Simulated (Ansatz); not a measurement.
# What LiY (built on the sites of a database entry of LiIn) distorts into

Which phase does LiY (built on the sites of a database entry of LiIn) fall into along its unstable mode, and how much energy does it gain?

Method: DFT PBEsol, scalar-relativistic, plane waves, PAW, in Ansatz 0.2.0.

The structure was built from a prototype and need not be the compound's stable phase.

## (1) The starting structure

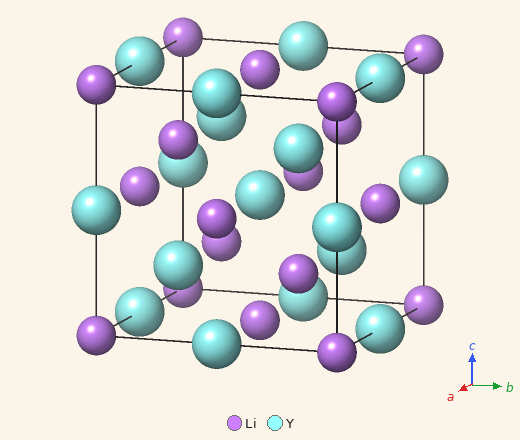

The cell as given, slightly off an axis (lithium purple, yttrium teal). This picture shows the conventional cell, with its axes. Some periodic images of atoms are drawn too.

## (2) Phonons on a q mesh

The cell comes from relaxations at this level that are not shown. Stability and thermal properties need the whole zone. Linear response on a 4×4×4 q mesh gives force constants as far as a supercell of that size would.

File input.yaml:

```yaml
crystal:
  lattice:
    - [0.0, 3.6938399398, 3.6938399398]
    - [3.6938399398, 0.0, 3.6938399398]
    - [3.6938399398, 3.6938399398, 0.0]
  atoms:
    - { symbol: Li, position: [0.5, 0.5, 0.5] }
    - { symbol: Li, position: [0.75, 0.75, 0.75] }
    - { symbol: "Y", position: [0.0, 0.0, 0.0] }
    - { symbol: "Y", position: [0.25, 0.25, 0.25] }
kpoints:
  mp_grid: { grid: [12, 12, 12] }
hamiltonian:
  xc: pbesol
scf:
  occupations: { method: methfessel_paxton, width: 0.2 }
output:
  eigenvalues: true
phonons:
  method: dfpt
  qmesh: [4, 4, 4]
  temperatures: { t_max: 1000, t_step: 50 }
  qpath:
    path:
      - [[0.0, 0.0, 0.0], [0.5, 0.0, 0.5], [0.625, 0.25, 0.625]]
      - [[0.375, 0.375, 0.75], [0.0, 0.0, 0.0], [0.5, 0.5, 0.5], [0.5, 0.25, 0.75], [0.5, 0.0, 0.5]]
    npoints: 10
```

Command:

```bash
ansatz run input.yaml --threads 4 --pin off --max-ram 14336MiB --backend cpu --events-out ev --progress --plain --runs-dir out
```

Numbers of over 12 decimals in the logs are rounded to 6 here.

Log:

```text
Warning: phonons: the dynamical matrix that this run interpolates holds no multipole term above the dipole-dipole one, and a site of this crystal is no centre of inversion, so its interpolated transverse optical and acoustic branches and sound speeds can stay off near Gamma, and the density of states and the thermodynamics with them. What a run solves at a wave vector of phonons.qpoints, Gamma apart, where the deck admits one, is free of this, and under fd what a larger phonons.supercell samples
Engine: ansatz 0.2.0, aarch64-unknown-linux-gnu
Pseudopotentials: kind: paw
Pseudopotential: Li, paw, valence charge 3, recommended cutoff 420 eV (normal), Li.paw.azcp
Pseudopotential: Y, paw, valence charge 11, recommended cutoff 420 eV (normal), Y.paw.azcp
Functional definition: PBEsol
  exchange = pbesol_x
  correlation = pbesol_c
Crystal: 4 atoms, lattice volume = 100.801 Å³
Basis set: ecut = 420 eV, 1989 PW (Γ), exchange–correlation on 72×72×72 points (8 copies of the dense FFT grid, shifted against one another)
Bands: 18, of which v1, the nominal top of the filled ones, is band 14 counted from 1 (13 counted from 0)
Symmetry: 48 space group operations
k-points: 72 of 1728
Non-local potential: Li, projectors of the file, l = 0: 3, l = 1: 2, l = 2: 1
Non-local potential: Y, projectors of the file, l = 0: 3, l = 1: 2, l = 2: 2, l = 3: 1
PAW form: soft (Blöchl's): semilocal exchange-correlation on the pseudo side does not see the compensation charge
PAW frozen core: Y, regenerated for the run's functional, and the local potential with it (the file was generated under x = pbe(κ = 0.804, μ = 0.219515), c = pbe(β = 0.066725))
PAW one-centre angular grid: Li, 110 points (default); XC on 64 Gauss nodes
PAW one-centre angular grid: Y, 590 points (default); XC on 64 Gauss nodes
Initial density: superposition of atomic densities (neutral atoms: chi_scale 0, normalization atom), corrected by the library's trained network
Initial wavefunctions: pseudopotential atomic-orbital guess
Functional: x = pbesol(κ = 0.804, μ = 0.123457), c = pbesol(β = 0.046)
SCF iter   1: F=—  HF=-7994.904172 eV  |F-HF|=—  |Δ(HF+E_count)|=         —  Δρ=2.51e-3  dr2=6.39e-3  ethr=1.77e-3  ⟨swp⟩=5.0  Hψ=12291  notcnv=0
automatic band count: the SCF goes on with 22 bands, as 18 were too few: they end inside the smearing window of the response
preconditioner: auto → Kerker (q_TF=auto, 2.204 Å⁻¹)  [metal: Δε(μ)=0.008 eV  Ē_g=3.254 eV  σ=0.200 eV  W_gap=0.03  n_scr=14 (ndim 8)  ℏωp=10.5 eV  f_vac=0.000  D(μ)=3.24/eV (n_scr^D=26)]
SCF iter   2: F=—  HF=-7994.901462 eV  |F-HF|=—  |Δ(HF+E_count)|=   2.71e-3  S|Δr|=    0.00e0  Δρ=1.28e-3  dr2=1.49e-3  ethr=2.28e-5  ⟨swp⟩=2.0  Hψ=2664  notcnv=0
SCF iter   3: F=—  HF=-7994.901050 eV  |F-HF|=—  |Δ(HF+E_count)|=   4.12e-4  S|Δr|=    0.00e0  Δρ=2.27e-4  dr2=4.21e-5  ethr=5.32e-6  ⟨swp⟩=2.0  Hψ=2557  notcnv=0
SCF iter   4: F=—  HF=-7994.901053 eV  |F-HF|=—  |Δ(HF+E_count)|=   3.72e-6  S|Δr|=    0.00e0  Δρ=4.60e-5  dr2=2.70e-6  ethr=1.50e-7  ⟨swp⟩=2.3  Hψ=2104  notcnv=0
SCF iter   5: F=—  HF=-7994.901054 eV  |F-HF|=—  |Δ(HF+E_count)|=   6.24e-7  S|Δr|=    0.00e0  Δρ=1.40e-5  dr2=3.20e-7  ethr=9.63e-9  ⟨swp⟩=1.5  Hψ=1623  notcnv=0
SCF iter   6: F=—  HF=-7994.901054 eV  |F-HF|=—  |Δ(HF+E_count)|=   1.89e-8  S|Δr|=    0.00e0  Δρ=2.35e-6  dr2=6.34e-9  ethr=1.14e-9  ⟨swp⟩=2.0  Hψ=1839  notcnv=0
SCF iter   7: F=—  HF=-7994.901054 eV  |F-HF|=—  |Δ(HF+E_count)|=   1.03e-9  S|Δr|=    0.00e0  Δρ=6.26e-7  dr2=3.93e-10  ethr=2.26e-11  ⟨swp⟩=2.2  Hψ=2604  notcnv=0
SCF iter   8: F=—  HF=-7994.901054 eV  |F-HF|=—  |Δ(HF+E_count)|=  3.82e-11  S|Δr|=    0.00e0  Δρ=1.13e-7  dr2=1.36e-11  ethr=1.40e-12  ⟨swp⟩=2.3  Hψ=2488  notcnv=0
SCF iter   9: F=-7994.901054 eV  HF=-7994.901054 eV  |F-HF|=1.82e-12  |Δ(HF+E_count)|=  7.28e-12  S|Δr|=    0.00e0  Δρ=2.33e-8  dr2=2.83e-13  ethr=1.00e-12  ⟨swp⟩=7.0  Hψ=5634  notcnv=0
SCF 1 converged in 9 iterations: F = -7994.901054 eV  dr2 = 2.83e-13
  greatest PAW one-centre occupation: 1.000 electrons in one spin orbital (limit 2), on the Li atom at site 1 (counted from 0), in its partial waves of l = 0
Initial density: read from a saved state, or passed on in memory by an earlier SCF of this step, an earlier step, the calling program or the single point that the run made first
iter 1 solved again at ethr=4.88e-8 eV; its pass at ethr=3.10e-3 eV (dr2=1.37e-5 eV) is discarded
SCF iter   1: F=—  HF=-7994.901054 eV  |F-HF|=—  |Δ(HF+E_count)|=         —  Δρ=1.83e-7  dr2=4.19e-11  ethr=4.88e-8  ⟨swp⟩=4.2  Hψ=9702  notcnv=0
eigensolver tolerance schedule: the retry pair's looser diagonalisation over-reported the residual by 326225.85 of it (diagonalisation noise at an unbounded share of the residual, at the tolerance the schedule requests for it); recorded, not acted on — ethr = c·dr2/N_el stays at c = 1.0e-1
preconditioner: auto → Kerker (q_TF=auto, 2.204 Å⁻¹)  [metal: Δε(μ)=0.004 eV  Ē_g=2.023 eV  σ=0.200 eV  W_gap=0.02  n_scr=14 (ndim 8)  ℏωp=10.5 eV  f_vac=0.000  D(μ)=3.28/eV (n_scr^D=26)]
SCF iter   2: F=—  HF=-7994.901054 eV  |F-HF|=—  |Δ(HF+E_count)|=   1.58e-7  S|Δr|=    0.00e0  Δρ=9.29e-8  dr2=9.68e-12  ethr=1.00e-12  ⟨swp⟩=1.9  Hψ=4902  notcnv=0
SCF iter   3: F=-7994.901054 eV  HF=-7994.901054 eV  |F-HF|=4.55e-12  |Δ(HF+E_count)|=  9.09e-13  S|Δr|=    0.00e0  Δρ=6.25e-8  dr2=4.22e-12  ethr=1.00e-12  ⟨swp⟩=1.0  Hψ=2880  notcnv=0
SCF 2 converged in 3 iterations: F = -7994.901054 eV  dr2 = 4.22e-12
phonons: the bands overlap, so this run is a metal and interpolates without the dipole-dipole term. If the crystal is really an insulator or semiconductor, its LO-TO splitting is missing
NSCF: frozen V_eff on 72 k-points
NSCF: frozen V_eff on 163 k-points
DFPT response loops at q = (0, 0, 0) (fractional): preconditioner auto → Kerker (q_TF=auto, 2.204 Å⁻¹) (partly filled bands, converged f_vac=0.000); β = 1.00, the filter's whole step (`scf.mixing.beta` (0.50) is not read by the response loops under this deck's `scf.mixing.preconditioner`; to damp them name `kerker` or `kerker_dos`, under which they read `scf.mixing.beta`, and type it under 1.00, their step now; both keys bind the ground state too); Broyden in place of MSR1
NSCF: frozen V_eff on 1872 k-points
DFPT response loops at q = (0, 0, 0.25) (fractional): mixed as the last ones told, above
NSCF: frozen V_eff on 952 k-points
DFPT response loops at q = (0, 0, -0.5) (fractional): mixed as the last ones told, above
NSCF: frozen V_eff on 1020 k-points
DFPT response loops at q = (0, 0.25, 0.25) (fractional): mixed as the last ones told, above
NSCF: frozen V_eff on 3456 k-points
DFPT response loops at q = (0, 0.25, -0.5) (fractional): mixed as the last ones told, above
NSCF: frozen V_eff on 1872 k-points
DFPT response loops at q = (0, 0.25, -0.25) (fractional): mixed as the last ones told, above
NSCF: frozen V_eff on 560 k-points
DFPT response loops at q = (0, -0.5, -0.5) (fractional): mixed as the last ones told, above
NSCF: frozen V_eff on 1020 k-points
DFPT response loops at q = (0.25, -0.5, -0.25) (fractional): mixed as the last ones told, above
SCF converged after 9 iterations
Stability not checked: this state was not tested for a lower state beside it, because cold or Methfessel-Paxton smearing, or corrected tetrahedra, fill the levels in a way that the test cannot read (fill_not_monotonic; see scf.lower_state_search)
Free energy (F): -7994.901054 eV
Harris-Foulkes:  -7994.901054 eV  (|F-HF|=1.82e-12)
Internal energy: -7994.903718 eV  (E = F + TS)
E sigma→0 (E₀):  -7994.901720 eV
Entropy (-TS):   0.002664 eV (0.666 meV/atom)
Fermi energy:    6.448230 eV
--- Per-component energies (eV) ---
  E_band       = -456.485966
  E_kinetic    = 652.966745
  E_local      = -1664.762864  (includes V_loc(G=0)·N_el)
  E_nonlocal   = 38.289028
  E_hartree    = 535.580346
  E_xc         = -362.623329
  E_vxc        = -421.225507  (∫ρ·V_xc dr)
  E_paw        = -5586.347172  (= ΣΔE_a)
  E_vpaw       = -132.914085  (= ΣTr[D̂ρ^β])
  E_aug_tail   = 0.000035  (compensation charges beyond the density's cutoff)
  E_ewald      = -1608.304053
  E_core_change = 0.297546  (= ΣΔE_core)
  E_smearing   = 0.002664  (= −TS)
  E_closure    = -0.000000  (closes the sum)
  Σ components = -7994.901054   (vs F -7994.901054, Δ=0.00e0)
--- Band table (eV; the first three rows and the last of 72) ---
  k-point 0: bands = [... 10 lower, 2.2126, 6.3890, 6.3890, 6.4782, 6.4782, 6.4782, 7.4200, 7.4200, ... 4 higher]
  k-point 1: bands = [... 10 lower, 2.2773, 6.1920, 6.1920, 6.4703, 6.7195, 6.7195, 7.2618, 7.4122, ... 4 higher]
  k-point 2: bands = [... 10 lower, 2.4668, 6.0139, 6.0139, 6.3962, 6.9325, 6.9887, 6.9887, 7.4292, ... 4 higher]
  k-point 71: bands = [... 10 lower, 4.9850, 4.9850, 5.3003, 5.3003, 6.8723, 6.8723, 7.4721, 7.4721, ... 4 higher]
--- Phonons (Γ-DFPT): 2 representative perturbations + reference (Σ response iterations 6) ---
  ASR residual: 2.957e-5 → 0.000e0 eV/Å²; symmetrization residual: 7.045e-7 eV/Å²
  ASR residual per site (eV/Å²): 3.17e-6 3.17e-6 2.96e-5 2.96e-5
  Γ frequencies (cm⁻¹): 0.00 0.00 0.00 105.09 105.09 105.09 241.64 241.64 241.64 301.73 301.73 301.73
--- Phonons (arbitrary-q DFPT): 8 irreducible q on the 4×4×4 mesh ---
  q = [0.0000, 0.0000, 0.0000] (star 1, of the zone-centre solve; hermiticity 4.69e-7, symmetrization 1.33e-13): -0.00 0.00 0.00 105.09 105.09 105.09 241.64 241.64 241.64 301.73 301.73 301.73
  q = [0.0000, 0.0000, 0.2500] (star 8, 2 solved perturbations on 936 of 1728 k-point pairs; hermiticity 6.43e-7, symmetrization 3.25e-13): 21.93 21.93 32.10 97.18 103.55 103.55 250.66 250.66 264.51 292.63 299.17 299.17
  q = [0.0000, 0.0000, -0.5000] (star 4, 2 solved perturbations on 476 of 1728 k-point pairs; hermiticity 1.03e-5, symmetrization 6.18e-6): 6.37 28.10 28.10 99.78 104.89 104.89 261.97 261.97 278.60 288.75 294.15 294.15
  q = [0.0000, 0.2500, 0.2500] (star 6, 4 solved perturbations in 1608 linear systems a pass and spin channel, the states on 510 of 1728 k-point pairs; hermiticity 4.87e-7, symmetrization 2.72e-13): -22.14 -22.14 51.16 90.34 99.52 99.52 254.87 254.87 269.00 292.41 292.54 292.54
  q = [0.0000, 0.2500, -0.5000] (star 24, 4 solved perturbations in 5328 linear systems a pass and spin channel, the states on 1728 of 1728 k-point pairs; hermiticity 5.06e-7, symmetrization 6.40e-8): -44.65 -42.61 39.21 81.09 110.54 115.29 261.32 262.36 275.12 280.72 288.36 292.48
  q = [0.0000, 0.2500, -0.2500] (star 12, 4 solved perturbations in 2892 linear systems a pass and spin channel, the states on 936 of 1728 k-point pairs; hermiticity 3.62e-7, symmetrization 1.61e-13): -30.70 -27.48 21.08 86.33 111.22 115.61 259.02 259.15 272.16 284.76 295.07 296.57
  q = [0.0000, -0.5000, -0.5000] (star 3, 4 solved perturbations in 886 linear systems a pass and spin channel, the states on 280 of 1728 k-point pairs; hermiticity 2.93e-7, symmetrization 2.34e-7): -60.60 -60.60 72.69 72.69 116.40 116.40 264.23 264.23 279.02 279.02 280.17 280.17
  q = [0.2500, -0.5000, -0.2500] (star 6, 4 solved perturbations in 1544 linear systems a pass and spin channel, the states on 510 of 1728 k-point pairs; hermiticity 7.50e-6, symmetrization 2.45e-6): -49.66 -49.66 57.01 57.01 118.65 118.65 268.48 268.48 272.45 272.45 289.62 289.62
  sum rule: each row above includes the acoustic sum rule's correction from the zone centre's row sums; it moved no ω² by more than (0.35 cm⁻¹)²
  mesh force constants: q→R imaginary residual 4.45e-18; ASR residual 2.957e-5 → 0.000e0 eV/Å²; symmetrization residual 2.887e-15 eV/Å²
  interpolated dispersion: 62 rows × 12 modes
  density of states and harmonic sums: on the 16×16×16 q-mesh, interpolated from the force constants of a 4×4×4 supercell (no non-analytic term)
  largest difference from the sums on the solved wave vectors: F 4.26e-3 eV, S 5.48e-6 and C_V 6.93e-7 eV/K
  zero-point energy: 0.124614 eV/cell   skipped modes (ω ≤ 0): 222, of them read as no rigid motion or as one in doubt: 219 (1.648e0 modes/cell left out, lowest -60.60 cm⁻¹)   left out of the sums: 1.37e-1 of the cell's modes: C_V's classical limit lies that fraction below 3 k_B per atom; for a crystal, a wire or a layer, F and S can be off by more, and a phonons.interpolated_qmesh denser along its periods is the remedy for the sampling
```

Run time: 14 min. Hardware: 4 threads of Arm Neoverse V1, shared host; peak memory 6.9 GiB; 55 min of CPU time.

The column dr2 measures how far the density is from self-consistency, as an energy; F and HF (Harris–Foulkes) agree once it is small.

Numbers from this step:

| Item | Value |
| --- | --- |
| volume per atom | 25.20 Å³ |
| gap on the k-mesh | 0 eV |
| sum-rule residual before enforcement | 2.96e-5 eV/Å² |
| lowest frequency on the path | -60.60 cm⁻¹ |
| point group | m-3m |
| highest frequency on the path or at a solved wavevector | 301.7 cm⁻¹ |
| highest optical mode at the zone centre (no LO-TO term) | 301.7 cm⁻¹ |
| lowest optical zone-centre mode | 105.1 cm⁻¹ |
| lowest mode on the q mesh (acoustic modes at Γ apart) | -60.6 cm⁻¹ |

Frequencies (cm⁻¹) solved at each irreducible wavevector; negative means imaginary. Frequencies by wavevector, by row:

```csv
q in reciprocal lattice units,star,mode 1,mode 2,mode 3,mode 4,mode 10,mode 11,mode 12
0 0 0,1,0,0,0,105.1,301.7,301.7,301.7
0 0 0.25,8,21.9,21.9,32.1,97.2,292.6,299.2,299.2
0 0 -0.5,4,6.4,28.1,28.1,99.8,288.8,294.1,294.1
0 0.25 0.25,6,-22.1,-22.1,51.2,90.3,292.4,292.5,292.5
0 0.25 -0.5,24,-44.6,-42.6,39.2,81.1,280.7,288.4,292.5
0 0.25 -0.25,12,-30.7,-27.5,21.1,86.3,284.8,295.1,296.6
0 -0.5 -0.5,3,-60.6,-60.6,72.7,72.7,279,280.2,280.2
0.25 -0.5 -0.25,6,-49.7,-49.7,57,57,272.4,289.6,289.6
```

Interpolated from a 4×4×4 q mesh. Phonon branches along the path, in cm⁻¹:

```csv
point,branch 1,branch 2,branch 3,branch 4,branch 9,branch 10,branch 11,branch 12
Γ,0,0,0,105,242,302,302,302
X,-61,-61,73,73,279,279,280,280
U,-52,-51,46,74,272,276,286,290
jump to K,-52,-51,46,74,272,276,286,290
Γ,0,0,0,105,242,302,302,302
L,6,28,28,100,279,289,294,294
W,-50,-50,57,57,272,272,290,290
X,-61,-61,73,73,279,279,280,280
```

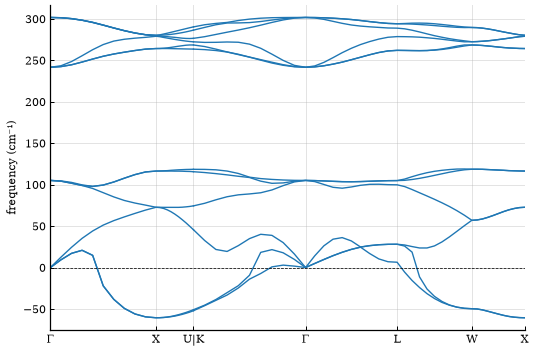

Phonon branches along the path.

Symmetry leaves 8 wavevectors to solve. The lowest mode among them, the acoustic zeros apart, lies at q = (0, -0.5, -0.5) and is imaginary, 60.6i cm⁻¹, so the energy falls along it.

## (3) The mode frozen in, largest atomic shift 0 Å

The mode followed lies at q = (0.25, -0.5, -0.25) with frequency 49.7i cm⁻¹ and is 2-fold degenerate, one of the unstable modes though not the softest. At small amplitude the distorted cell has space group no. 121 by a symmetry search on the positions. The undistorted cell that holds it gives the zero of energy on the same k mesh.

System of this step: LiY (built on the sites of a database entry of LiIn). Symmetry: Fd-3m, No. 227, cubic system. Conventional cell: a = 7.388 Å, b = 7.388 Å, c = 7.388 Å, α = 90.00°, β = 90.00°, γ = 90.00°. Nearest to Li lie 4 Li at 3.20 Å and 4 Y at 3.20 Å. Nearest to Y lie 4 Li at 3.20 Å and 4 Y at 3.20 Å. Farther neighbours are not listed.

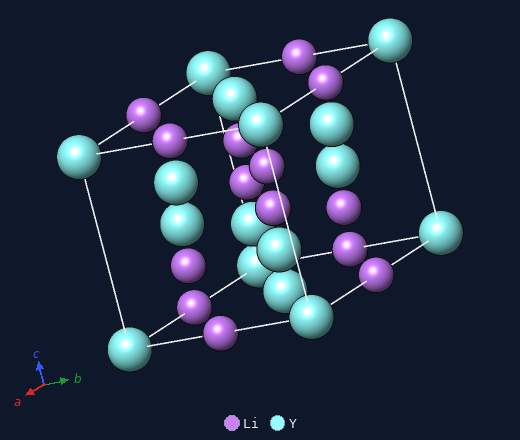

The cell of this step (lithium purple, yttrium teal). Some periodic images of atoms are drawn too.

File input.yaml:

```yaml
crystal:
  lattice:
    - [0.0, 0.0, -7.3876798796]
    - [7.3876798796, 0.0, 0.0]
    - [3.6938399398, -7.3876798796, -3.6938399398]
  atoms:
    - { symbol: Li, position: [0.5, 0.0, 0.0] }
    - { symbol: Li, position: [0.0, 0.5, 0.0] }
    - { symbol: Li, position: [0.25, 0.25, 0.5] }
    - { symbol: Li, position: [0.75, 0.75, 0.5] }
    - { symbol: Li, position: [0.375, 0.375, 0.75] }
    - { symbol: Li, position: [0.875, 0.875, 0.75] }
    - { symbol: Li, position: [0.125, 0.625, 0.25] }
    - { symbol: Li, position: [0.625, 0.125, 0.25] }
    - { symbol: "Y", position: [0.5, 0.5, 0.0] }
    - { symbol: "Y", position: [0.0, 0.0, 0.0] }
    - { symbol: "Y", position: [0.25, 0.75, 0.5] }
    - { symbol: "Y", position: [0.75, 0.25, 0.5] }
    - { symbol: "Y", position: [0.625, 0.625, 0.25] }
    - { symbol: "Y", position: [0.125, 0.125, 0.25] }
    - { symbol: "Y", position: [0.375, 0.875, 0.75] }
    - { symbol: "Y", position: [0.875, 0.375, 0.75] }
kpoints:
  mp_grid: { grid: [6, 6, 6] }
hamiltonian:
  xc: pbesol
scf:
  occupations: { method: methfessel_paxton, width: 0.2 }
output:
  forces: true
  stress: true
  eigenvalues: true
```

Log:

```text
[...]
Crystal: 16 atoms, lattice volume = 403.203 Å³
Basis set: ecut = 420 eV, 7881 PW (Γ), exchange–correlation on 100×100×128 points (8 copies of the dense FFT grid, shifted against one another)
Bands: 72, of which v1, the nominal top of the filled ones, is band 56 counted from 1 (55 counted from 0)
Symmetry: 64 space group operations
[...]
k-points: 30 of 216
[...]
k-point 0: bands = [... 52 lower, 5.7344, 6.3893, 6.3893, 6.4784, 6.4785, 6.4785, 6.8725, 6.8725, ... 12 higher]
  k-point 1: bands = [... 52 lower, 6.0014, 6.1782, 6.4461, 6.5237, 6.5237, 6.8330, 6.8756, 6.8756, ... 12 higher]
  k-point 2: bands = [... 52 lower, 6.0402, 6.6154, 6.6567, 6.6567, 6.7514, 6.8816, 6.8816, 6.8816, ... 12 higher]
  k-point 29: bands = [... 52 lower, 5.7758, 5.7758, 5.7766, 5.7766, 6.7241, 6.7241, 6.8037, 6.8037, ... 12 higher]
[key lines of the parts left out:]
SCF converged after 6 iterations
Free energy (F): -31979.604652 eV
Fermi energy:    6.448434 eV
P = ⅓ Tr σ = -0.0212 GPa (-0.212 kbar)
```

The job ended after 15 s (4 threads; peak memory 1.3 GiB; 58 s of CPU time).

Numbers from this step:

```
pressure                         : -0.02122 GPa
energy from the undistorted cell : 0 meV/atom
```

The run ends at a pressure of -0.02 GPa.

(Part 1 of 2 ends here.)

[Logs are printed without paths, hosts, clocks, repeated set-up lines and the standing remarks that a program may print on its own settings, such as how far it seeks lower states.]

[Hosts, paths, dates, database ids (printed as entryN), source tags and the programs' standing remarks are cut or masked in the printed files.]
